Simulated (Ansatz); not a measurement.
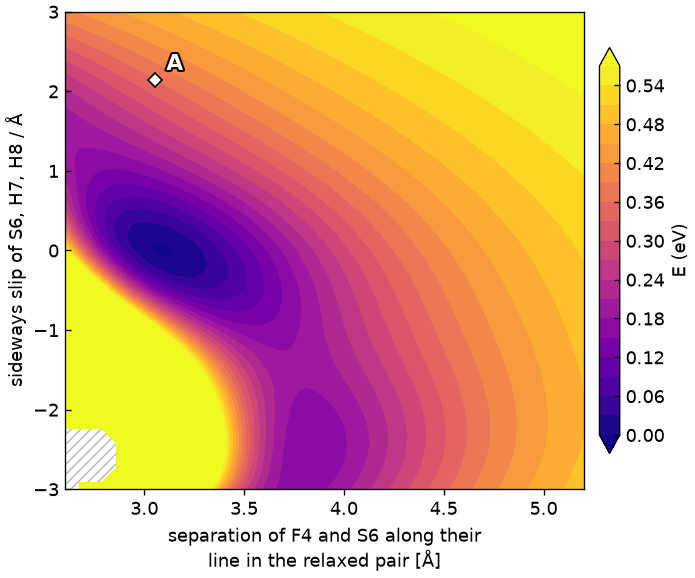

The pair BF₄···H₂S, charge −1. The first coordinate is: separation of F4 and S6 along their line in the relaxed pair; the second: sideways slip of S6, H7, H8. Nothing is relaxed (both partners rigid). The grid has 15 × 15 points. At 4 points there is no value (left out of the scan, as a rule where atoms come close). Points are written as (first, second). Energies are in eV, from the lowest grid point. Computed with RKS SPW92 (LDA)/def2-SVPD in Ansatz 0.2.0.

In the figure: filled contours, one colour for all values above the top of the scale, hatched blanks where no value was computed, the point A. Between grid points the surface is interpolated.

Question: Which way does the force act at A, and how strong is it?

Answer: A, at (3.052 Å, 2.14 Å), is not a stationary point. The computed force is 0.2 eV for each Å towards smaller values of the first coordinate and 0.14 eV for each Å towards smaller values of sideways slip of S6, H7, H8.
